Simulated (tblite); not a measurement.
# Saddle-point search of C6H10O2

The run: saddle-point search of C6H10O2. Method and program: GFN2-xTB saddle search (eigenvector following) and harmonic vibrations, gas phase (tblite 0.8.0).

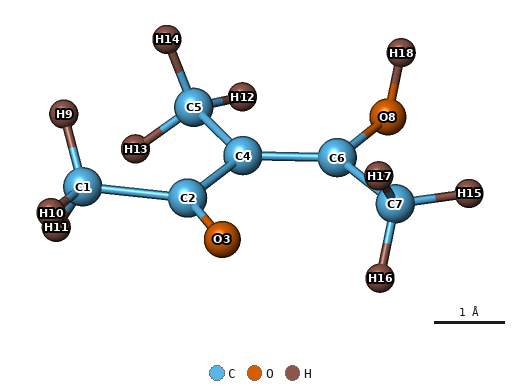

The starting structure (ball-and-stick view, seen at a tilt; atoms are numbered from 1 in the order of the input). Bond lengths as drawn: C–C 1.35 to 1.51 Å, C–H 1.09 Å, C–O 1.22 to 1.38 Å and H–O 0.96 Å.

Input
```
{"job": {"xc": "GFN2-xTB", "basis": "xTB", "kind": "saddle"}, "charge": 0, "multiplicity": 1}
C     -2.260041    -0.900712     0.225279
C     -0.750849    -0.988848     0.194402
O     -0.189537    -2.037031     0.446819
C     -0.031911     0.251165    -0.137479
C     -0.812317     1.494792    -0.463659
C      1.318128     0.290469    -0.120289
C      2.220262    -0.862526     0.166913
O      1.973055     1.467552    -0.428774
H     -2.589875    -0.074792     0.849595
H     -2.659831    -1.834821     0.611603
H     -2.640409    -0.746054    -0.782366
H     -0.155936     2.222597    -0.933935
H     -1.627419     1.277169    -1.147946
H     -1.233126     1.939395     0.438893
H      3.256479    -0.534997     0.121940
H      2.058528    -1.659726    -0.556103
H      2.000822    -1.286475     1.145591
H      2.123977     1.982843     0.369517
```

The first line tells a small driver script what to run in tblite; the rest is the geometry in Å.

Hardware: 1 CPU thread, shared host.

Command:
```bash
OMP_NUM_THREADS=1 python <driver script> task.json out
```

The program's output
```
step      E/eV     max force
  0    -708.74549   0.0251
  1    -708.74745   0.1372
  2    -708.74679   0.0337
  3    -708.74778   0.0310
  4    -708.74849   0.0649
  5    -708.74828   0.0137
  6    -708.74875   0.0160
  7    -708.74891   0.0271
  8    -708.74899   0.0145
  9    -708.74875   0.0763
 10    -708.74902   0.0151
 11    -708.74905   0.0024
lowest wavenumbers (cm-1): -475.3 40.6 127.2 134.6 159.1 212.6
```

Trajectory as extended XYZ (Å, eV, eV/Å), 6 of the 12 frames kept, from step=0 to step=11
```
18
Properties=species:S:1:pos:R:3:forces:R:3 step=0 energy=-708.74549
C    -2.2600   -0.9007    0.2253    0.0010   0.0000   0.0000
C    -0.7508   -0.9888    0.1944   -0.0130   0.0190  -0.0040
O    -0.1895   -2.0370    0.4468    0.0090  -0.0190   0.0080
C    -0.0319    0.2512   -0.1375    0.0020  -0.0020  -0.0010
C    -0.8123    1.4948   -0.4637   -0.0040  -0.0010  -0.0010
C     1.3181    0.2905   -0.1203   -0.0050   0.0030   0.0010
C     2.2203   -0.8625    0.1669    0.0000   0.0020   0.0030
O     1.9731    1.4676   -0.4288   -0.0050   0.0030  -0.0060
H    -2.5899   -0.0748    0.8496    0.0010   0.0000   0.0020
H    -2.6598   -1.8348    0.6116   -0.0020   0.0000  -0.0030
H    -2.6404   -0.7461   -0.7824   -0.0020   0.0010   0.0000
H    -0.1559    2.2226   -0.9339   -0.0010   0.0050   0.0110
H    -1.6274    1.2772   -1.1479    0.0040   0.0020  -0.0100
H    -1.2331    1.9394    0.4389   -0.0110  -0.0120   0.0010
H     3.2565   -0.5350    0.1219    0.0000   0.0010   0.0010
H     2.0585   -1.6597   -0.5561   -0.0020   0.0040   0.0020
H     2.0008   -1.2865    1.1456    0.0030   0.0000   0.0020
H     2.1240    1.9828    0.3695    0.0230  -0.0080  -0.0060
18
Properties=species:S:1:pos:R:3:forces:R:3 step=2 energy=-708.74679
C    -2.2596   -0.8998    0.2220   -0.0010   0.0010   0.0010
C    -0.7502   -0.9857    0.2056   -0.0080   0.0150  -0.0030
O    -0.1897   -2.0312    0.4709    0.0090  -0.0170   0.0070
C    -0.0303    0.2526   -0.1310    0.0010  -0.0010  -0.0010
C    -0.8130    1.4947   -0.4572    0.0100  -0.0160   0.0020
C     1.3199    0.2889   -0.1226   -0.0020   0.0020   0.0000
C     2.2205   -0.8652    0.1650   -0.0040   0.0090   0.0000
O     1.9788    1.4606   -0.4429   -0.0010   0.0020  -0.0020
H    -2.5958   -0.0812    0.8526    0.0000   0.0010   0.0020
H    -2.6622   -1.8381    0.5948   -0.0020  -0.0020  -0.0010
H    -2.6310   -0.7335   -0.7870   -0.0020   0.0010  -0.0030
H    -0.1531    2.2371   -0.8968    0.0190   0.0200  -0.0020
H    -1.6057    1.2813   -1.1678   -0.0160  -0.0080  -0.0250
H    -1.2641    1.9181    0.4396   -0.0200   0.0020   0.0270
H     3.2568   -0.5414    0.1079    0.0120   0.0050  -0.0020
H     2.0494   -1.6676   -0.5494   -0.0050  -0.0080  -0.0080
H     2.0093   -1.2801    1.1490   -0.0010  -0.0030   0.0140
H     2.1200    1.9908    0.3473    0.0110  -0.0040  -0.0050
18
Properties=species:S:1:pos:R:3:forces:R:3 step=4 energy=-708.74849
C    -2.2590   -0.9012    0.2079   -0.0050  -0.0080  -0.0040
C    -0.7489   -0.9782    0.2328    0.0070  -0.0290   0.0080
O    -0.1886   -2.0144    0.5358   -0.0230   0.0360  -0.0100
C    -0.0283    0.2571   -0.1149    0.0020  -0.0020   0.0010
C    -0.8154    1.4959   -0.4416   -0.0100   0.0120  -0.0020
C     1.3221    0.2874   -0.1258    0.0010  -0.0020   0.0010
C     2.2203   -0.8697    0.1581    0.0210  -0.0360   0.0070
O     1.9863    1.4504   -0.4670   -0.0040  -0.0070  -0.0060
H    -2.6145   -0.1002    0.8519    0.0030  -0.0150  -0.0130
H    -2.6679   -1.8501    0.5480    0.0130   0.0240  -0.0090
H    -2.6053   -0.7083   -0.8059    0.0060  -0.0050   0.0260
H    -0.1476    2.2683   -0.8157   -0.0140  -0.0110   0.0090
H    -1.5599    1.2916   -1.2080    0.0170   0.0080   0.0150
H    -1.3308    1.8752    0.4417    0.0080  -0.0080  -0.0200
H     3.2581   -0.5613    0.0376   -0.0550  -0.0230   0.0070
H     2.0012   -1.6976   -0.5160    0.0160   0.0450   0.0440
H     2.0537   -1.2428    1.1696    0.0150   0.0170  -0.0590
H     2.1245    1.9981    0.3114    0.0010   0.0030   0.0060
18
Properties=species:S:1:pos:R:3:forces:R:3 step=7 energy=-708.74891
C    -2.2587   -0.9021    0.2042    0.0040  -0.0020   0.0000
C    -0.7490   -0.9759    0.2399    0.0030  -0.0110   0.0030
O    -0.1892   -2.0089    0.5532   -0.0090   0.0140  -0.0040
C    -0.0281    0.2586   -0.1106    0.0010  -0.0010   0.0000
C    -0.8158    1.4968   -0.4379   -0.0010   0.0020   0.0000
C     1.3222    0.2871   -0.1264    0.0010  -0.0010   0.0000
C     2.2199   -0.8709    0.1557    0.0090  -0.0150   0.0030
O     1.9871    1.4483   -0.4719   -0.0010   0.0000   0.0010
H    -2.6205   -0.1064    0.8503    0.0010  -0.0010  -0.0020
H    -2.6671   -1.8531    0.5365    0.0020   0.0020  -0.0010
H    -2.5991   -0.7037   -0.8097    0.0010   0.0000   0.0030
H    -0.1467    2.2768   -0.7919   -0.0030  -0.0020   0.0020
H    -1.5444    1.2965   -1.2200    0.0030   0.0010   0.0020
H    -1.3495    1.8634    0.4389    0.0010  -0.0010  -0.0030
H     3.2560   -0.5689    0.0144   -0.0240  -0.0100   0.0030
H     1.9861   -1.7056   -0.5031    0.0070   0.0190   0.0180
H     2.0700   -1.2303    1.1737    0.0060   0.0070  -0.0250
H     2.1269    1.9981    0.3050    0.0000  -0.0010  -0.0010
18
Properties=species:S:1:pos:R:3:forces:R:3 step=9 energy=-708.74875
C    -2.2586   -0.9076    0.1865    0.0050   0.0030   0.0000
C    -0.7496   -0.9714    0.2543   -0.0020   0.0000   0.0000
O    -0.1900   -1.9963    0.5930   -0.0060   0.0020   0.0000
C    -0.0286    0.2621   -0.0997   -0.0020  -0.0020   0.0000
C    -0.8164    1.5011   -0.4236    0.0120  -0.0150   0.0030
C     1.3215    0.2873   -0.1255    0.0040  -0.0060   0.0010
C     2.2188   -0.8725    0.1506    0.0250  -0.0420   0.0110
O     1.9866    1.4462   -0.4783    0.0020   0.0020  -0.0020
H    -2.6391   -0.1118    0.8218    0.0020   0.0000  -0.0010
H    -2.6674   -1.8597    0.5146   -0.0020  -0.0040   0.0010
H    -2.5789   -0.7154   -0.8350    0.0010   0.0000   0.0000
H    -0.1478    2.2841   -0.7693    0.0180   0.0160  -0.0070
H    -1.5401    1.3051   -1.2100   -0.0180  -0.0080  -0.0200
H    -1.3547    1.8610    0.4519   -0.0140   0.0070   0.0250
H     3.2516   -0.5853   -0.0448   -0.0640  -0.0240   0.0150
H     1.9464   -1.7257   -0.4706    0.0260   0.0550   0.0460
H     2.1114   -1.1975    1.1871    0.0130   0.0160  -0.0730
H     2.1347    1.9963    0.2968    0.0010   0.0010   0.0010
18
Properties=species:S:1:pos:R:3:forces:R:3 step=11 energy=-708.74905
C    -2.2586   -0.9065    0.1893    0.0000   0.0000   0.0000
C    -0.7497   -0.9718    0.2536    0.0000  -0.0010   0.0000
O    -0.1906   -1.9975    0.5903   -0.0010   0.0010   0.0000
C    -0.0285    0.2615   -0.1008    0.0000   0.0000   0.0000
C    -0.8164    1.5002   -0.4254    0.0000   0.0000   0.0000
C     1.3217    0.2870   -0.1259    0.0000   0.0000   0.0000
C     2.2192   -0.8724    0.1510    0.0010  -0.0010   0.0000
O     1.9869    1.4460   -0.4785    0.0000   0.0000   0.0000
H    -2.6368   -0.1110    0.8262    0.0000   0.0000   0.0000
H    -2.6678   -1.8586    0.5173    0.0000   0.0000   0.0000
H    -2.5810   -0.7127   -0.8313    0.0000   0.0000   0.0000
H    -0.1470    2.2841   -0.7697    0.0000   0.0000   0.0000
H    -1.5390    1.3036   -1.2139    0.0000   0.0000   0.0000
H    -1.3571    1.8594    0.4500    0.0000   0.0000   0.0000
H     3.2511   -0.5831   -0.0345   -0.0020  -0.0010   0.0000
H     1.9547   -1.7211   -0.4761    0.0010   0.0020   0.0010
H     2.1051   -1.2039    1.1823    0.0000   0.0010  -0.0020
H     2.1338    1.9967    0.2963    0.0000   0.0000   0.0000
```

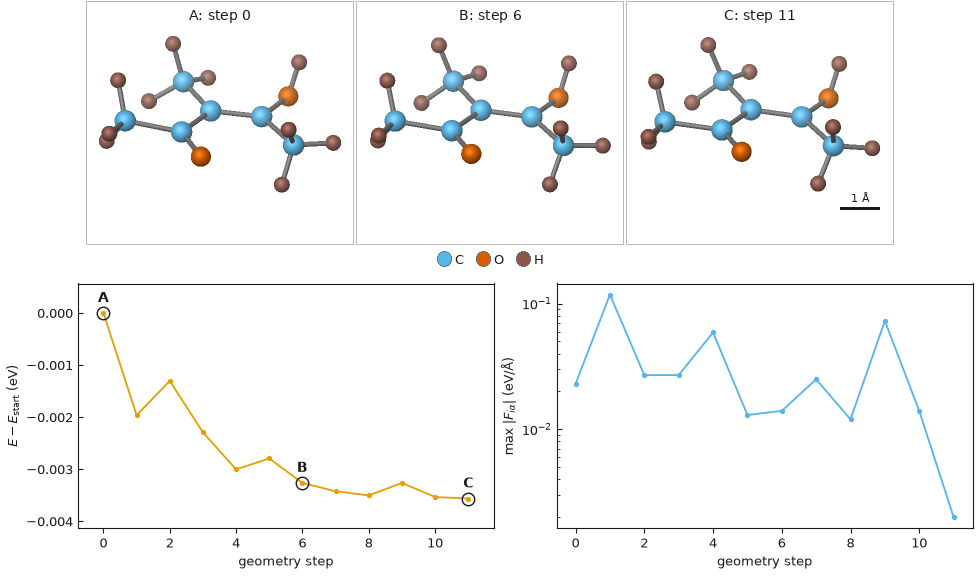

Frames of the saddle-point search (ball-and-stick view, seen at a tilt) above the curves, on which the letters mark them (steps are counted from 0).

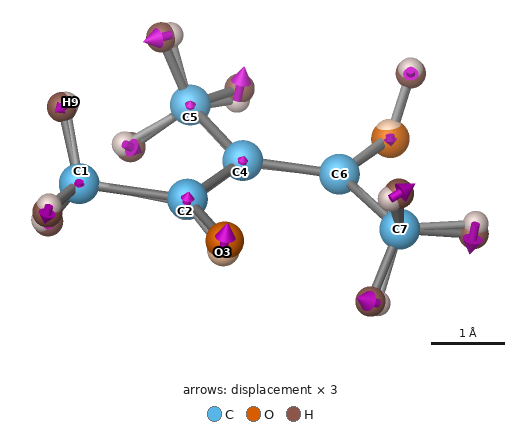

Start (faint) and end (solid) with the displacements as pink arrows, magnified 3 times (ball-and-stick view, seen at a tilt). The two geometries are laid on each other by the best rigid fit. H12 moves most after the best rigid fit: 0.18 Å. Largest moves by element: H 0.18 Å, O 0.15 Å, C 0.06 Å. The energy falls by 0.004 eV in 11 geometry steps. Largest force component: 0.023 eV/Å at the start, 0.002 eV/Å at the end. (Atoms are counted from 1 in the order of the input.)

Results in brief

| quantity | value |
| --- | --- |
| outcome | converged |
| total energy | −708.7490 eV |
| point group | C1 |
| wall time | 4.8 s |
| peak memory | 0.2 GiB |
